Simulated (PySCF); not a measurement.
**RuFOH: structure of the quintet**

Aim: relax RuFOH as a quintet from a linear start, check by its vibrations whether the end is a minimum, and collect its spectrum and constants.

The runs use PySCF 2.14.0; PBE0, basis Ru def2-TZVP with ECP28, F def2-TZVP, O def2-TZVP, H def2-TZVP, scalar-relativistic core potentials, no spin–orbit coupling, density fitting.

**1. The system as given**

4 atoms, charge 0, spin multiplicity 5.

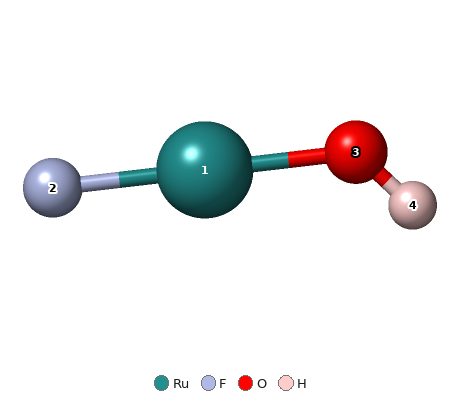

The starting geometry (ruthenium teal, fluorine light blue, oxygen red, hydrogen pink); atoms are numbered from 1 in the order of the file.

```xyz
4
charge 0 multiplicity 5
Ru    0.0000    0.0000    0.0000
F     0.0000    0.0000    1.8900
O     0.0000    0.0000   -1.8800
H     0.7354    0.0000   -2.4971
```

**2. Finding the electronic state**

One driver script runs all steps and calls PySCF; scf.py shows how it sets up the SCF of each step. The optimiser is the driver's own. After this first run the driver tries any further starts and a stability analysis.

scf.py

```python
from pyscf import gto, scf, dft
mol = gto.M(atom='''
Ru     0.000000     0.000000     0.000000
F      0.000000     0.000000     1.890000
O      0.000000     0.000000    -1.880000
H      0.735400     0.000000    -2.497100''',
    basis={'Ru': 'def2-TZVP', 'F': 'def2-TZVP', 'O': 'def2-TZVP', 'H': 'def2-TZVP'},
    ecp={'Ru': 'def2-TZVP'},
    charge=0, spin=4)
mf = dft.UKS(mol, xc='PBE0')
mf.grids.atom_grid = (50, 194)
aux = {'Ru': 'def2-universal-JKFIT', 'F': 'def2-universal-JKFIT', 'O': 'def2-universal-JKFIT', 'H': 'def2-universal-JKFIT'}
mf = mf.density_fit(auxbasis=aux)
mf.conv_tol = 1e-08
mf.diis_space = 10
mf.max_cycle = 60
mf.init_guess = 'minao'
mf.verbose = 4
mf.kernel()
```

Command:

```sh
OMP_NUM_THREADS=4 python axn.py task.json out
```

The program printed:

```text
init E= -262.50650317881
[... the frontier-level lines of each cycle are left out ...]
cycle= 1 E= -270.197136355203  delta_E= -7.69  |g|= 0.784  |ddm|= 3.13
cycle= 2 E= -270.036589051068  delta_E= 0.161  |g|= 1.08  |ddm|= 1.36
cycle= 3 E= -270.459023807975  delta_E= -0.422  |g|= 0.0736  |ddm|= 0.904
cycle= 4 E= -270.457183620337  delta_E= 0.00184  |g|= 0.113  |ddm|= 0.0983
cycle= 5 E= -270.461750720275  delta_E= -0.00457  |g|= 0.00892  |ddm|= 0.0629
cycle= 6 E= -270.461820795718  delta_E= -7.01e-05  |g|= 0.00541  |ddm|= 0.0167
cycle= 7 E= -270.461835272593  delta_E= -1.45e-05  |g|= 0.00335  |ddm|= 0.00817
cycle= 8 E= -270.461839498535  delta_E= -4.23e-06  |g|= 0.00153  |ddm|= 0.00272
cycle= 9 E= -270.461840749601  delta_E= -1.25e-06  |g|= 0.000257  |ddm|= 0.00155
cycle= 10 E= -270.461840800354  delta_E= -5.08e-08  |g|= 5.66e-05  |ddm|= 0.000334
cycle= 11 E= -270.46184080429  delta_E= -3.94e-09  |g|= 2.15e-05  |ddm|= 0.000107
Extra cycle  E= -270.461840804879  delta_E= -5.9e-10  |g|= 2.8e-05  |ddm|= 5.32e-05
converged SCF energy = -270.461840804879  <S^2> = 6.0062914  2S+1 = 5.0025159
```

This step, with its further starts and checks, took 13 s on 4 threads of Arm Neoverse V2, shared host.

The starts that the driver tried:

| start | energy (Eh) |
| --- | --- |
| the minimal-basis guess | -270.461841 |
| a thermally smeared density | -270.461792 |
| a smeared PBE density | -270.461792 |

The test of internal stability and the other starts found no lower solution of this spin.

**3. Linear start, quintet: relaxation**

The program finds Cs symmetry in the start, which this walk keeps.

scf.py, as its differences from that of step 2:

```diff
@@ -3,4 +3,4 @@
-Ru     0.000000     0.000000     0.000000
-F      0.000000     0.000000     1.890000
-O      0.000000     0.000000    -1.880000
-H      0.735400     0.000000    -2.497100''',
+Ru    -0.005374     0.000000    -0.024074
+F     -0.005374     0.000000     1.865926
+O     -0.005374     0.000000    -1.904074
+H      0.730026     0.000000    -2.521174''',
@@ -17 +16,0 @@
-mf.init_guess = 'minao'
```

Steps of the walk:

| step | energy (Eh) | change (kJ/mol) | largest symmetric gradient (Eh/bohr) |
| --- | --- | --- | --- |
| 0 | -270.461841 | 0.00 | 0.00423 |
| 1 | -270.461894 | -0.14 | 0.00098 |
| 2 | -270.461903 | -0.16 | 0.00077 |
| 3 | -270.461921 | -0.21 | 0.00068 |
| 4 | -270.461922 | -0.21 | 0.00022 |

The walk took 8.2 s.

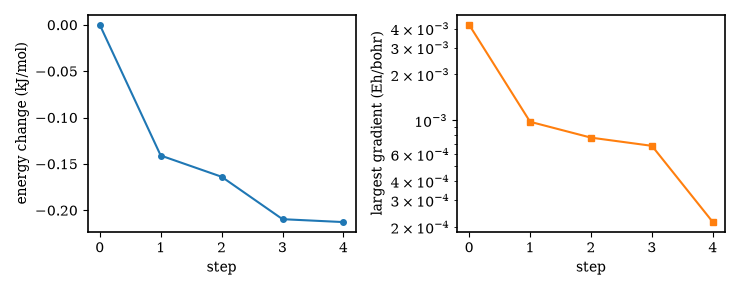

How energy and gradient fall.

It settles in Cs symmetry, 0.2 kJ/mol below the start, after 4 steps: O–H 0.958 Å, Ru–F 1.880 Å, Ru–O 1.882 Å; F–Ru–O 179.4°, H–O–Ru 127.4°.

**4. Is it a minimum? Harmonic modes**

The point is checked on the finer grid, and tightened if its gradient asks for it. The Hessian and the dipole derivatives come from central differences of analytic gradients, with steps of 0.02 bohr.

scf.py, as its differences from that of step 3:

```diff
@@ -3,4 +3,4 @@
-Ru    -0.005374     0.000000    -0.024074
-F     -0.005374     0.000000     1.865926
-O     -0.005374     0.000000    -1.904074
-H      0.730026     0.000000    -2.521174''',
+Ru    -0.007608     0.000000    -0.023546
+F     -0.000857     0.000000     1.857345
+O     -0.021460     0.000000    -1.905643
+H      0.736621     0.000000    -2.492037''',
@@ -11 +11 @@
-mf.grids.atom_grid = (50, 194)
+mf.grids.atom_grid = (75, 302)
@@ -14 +14 @@
-mf.conv_tol = 1e-08
+mf.conv_tol = 1e-10
```

The driver hands on the density of the step before, so the log starts near convergence.

SCF at the final geometry:

```text
init E= -270.461940586029
[... the frontier-level lines of each cycle are left out ...]
cycle= 1 E= -270.461940586002  delta_E= 2.77e-11  |g|= 1.19e-05  |ddm|= 1.01e-05
cycle= 2 E= -270.461940585806  delta_E= 1.95e-10  |g|= 2.63e-05  |ddm|= 1.94e-05
cycle= 3 E= -270.461940586063  delta_E= -2.57e-10  |g|= 8.77e-07  |ddm|= 1.32e-05
cycle= 4 E= -270.461940586068  delta_E= -5.06e-12  |g|= 8.06e-07  |ddm|= 4.01e-06
Extra cycle  E= -270.46194058607  delta_E= -2.16e-12  |g|= 1e-06  |ddm|= 2.3e-06
converged SCF energy = -270.46194058607  <S^2> = 6.0062878  2S+1 = 5.0025145
```

The whole step took 72 s.

Geometry: Cs; O–H 0.958 Å, Ru–F 1.881 Å, Ru–O 1.882 Å; F–Ru–O 179.8°, H–O–Ru 127.3°.

Harmonic modes (main isotopes):

```tsv
symmetry	ω (cm⁻¹)	IR (km/mol)
a'	128	9.2
a''	144	24.4
a'	546	142
a'	619	69.6
a'	690	210
a'	3909	132
```

All wavenumbers are real: a minimum.

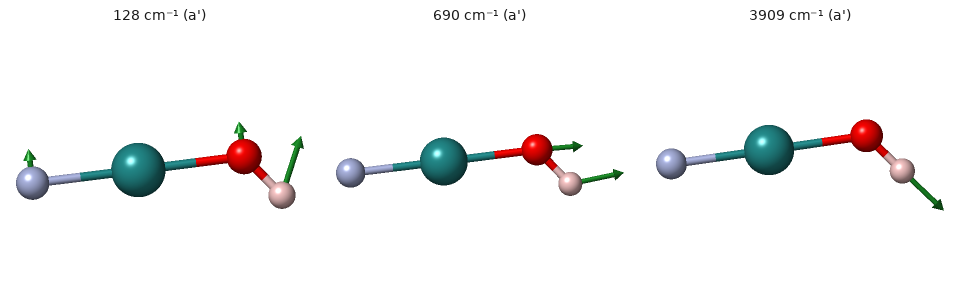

Displacements of 3 of the modes, as arrows (one member where a mode is degenerate).

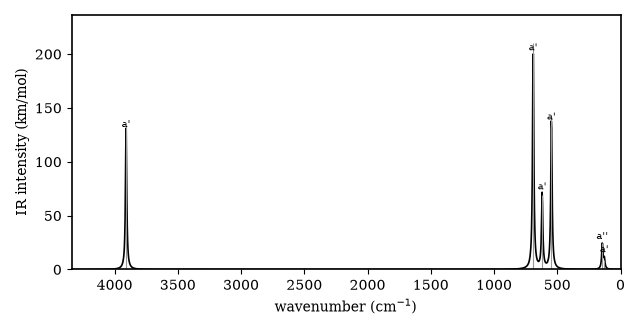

The harmonic infrared spectrum (widths in cm⁻¹). Lines are broadened to a width of 12 cm⁻¹ (Lorentzian).

Properties at this point:

```
Dipole moment                                                   : 2.33 D
Highest occupied level                                          : -7.35 eV
Lowest empty level                                              : -3.37 eV
Rotational constants                                            : 30.78, 0.1297, 0.1292 cm⁻¹
Zero-point energy                                               : 36.1 kJ/mol
Principal polarisabilities                                      : 28.4, 29.4, 48.9 bohr³
Atomisation energy without zero-point energy                    : 1239 kJ/mol
Principal traceless quadrupole moments about the centre of mass : -10.33, 3.08, 7.25 D Å
Entropy at 298.15 K and 1 bar (electronic part: spin only)      : 299.6 J/(mol K)
Heat capacity Cp at 298.15 K                                    : 61.8 J/(mol K)
Enthalpy at 298.15 K above 0 K                                  : 14.63 kJ/mol
Rotational symmetry number                                      : 1
Spin squared ⟨S²⟩                                               : 6.006
```

Charges (e) and bond orders:

```json
{"atom": "Ru1", "Mulliken": "0.93", "Löwdin": "0.61", "polar tensor": "1.30", "spin (Mulliken)": "3.65", "Mayer order to Ru1": "–"}
{"atom": "F2", "Mulliken": "-0.53", "Löwdin": "-0.37", "polar tensor": "-0.72", "spin (Mulliken)": "0.14", "Mayer order to Ru1": "0.75"}
{"atom": "O3", "Mulliken": "-0.74", "Löwdin": "-0.40", "polar tensor": "-0.89", "spin (Mulliken)": "0.20", "Mayer order to Ru1": "0.94"}
{"atom": "H4", "Mulliken": "0.34", "Löwdin": "0.16", "polar tensor": "0.31", "spin (Mulliken)": "0.01", "Mayer order to Ru1": "0.02"}
```

Mulliken populations on Ru1 (outside its core potential): s 2.54, p 6.16, d 6.36, f 0.01.

**5. What came out**

```
                                          quantity                                                                  value
                                           minimum                                                            quintet, Cs
                                          geometry  O–H 0.958 Å, Ru–F 1.881 Å, Ru–O 1.882 Å; F–Ru–O 179.8°, H–O–Ru 127.3°
                                wavenumbers (cm⁻¹)           128 (a'), 144 (a''), 546 (a'), 619 (a'), 690 (a'), 3909 (a')
                                     dipole moment                                                                 2.33 D
highest occupied, lowest empty level (either spin)                                                        -7.35, -3.37 eV
                        polar-tensor charge of Ru1                                                                +1.30 e
                                 zero-point energy                                                            36.1 kJ/mol
                               entropy at 298.15 K                                                        299.6 J/(mol K)
         atomisation energy (no zero-point energy)                                                            1239 kJ/mol
                                              ⟨S²⟩                                                                  6.006
```

In words: The linear start keeps its Cs symmetry and ends in a minimum. In the infrared the band at 690 cm⁻¹ (a') leads. Most of the spin sits on Ru1 (Mulliken spin 3.65, against 4 for the whole molecule). Only this shape and spin were tried, so other structures or states may lie lower. Open d and f shells are described by one determinant, and the ground state may have another occupation or spin.

The search up to here took 93 s.
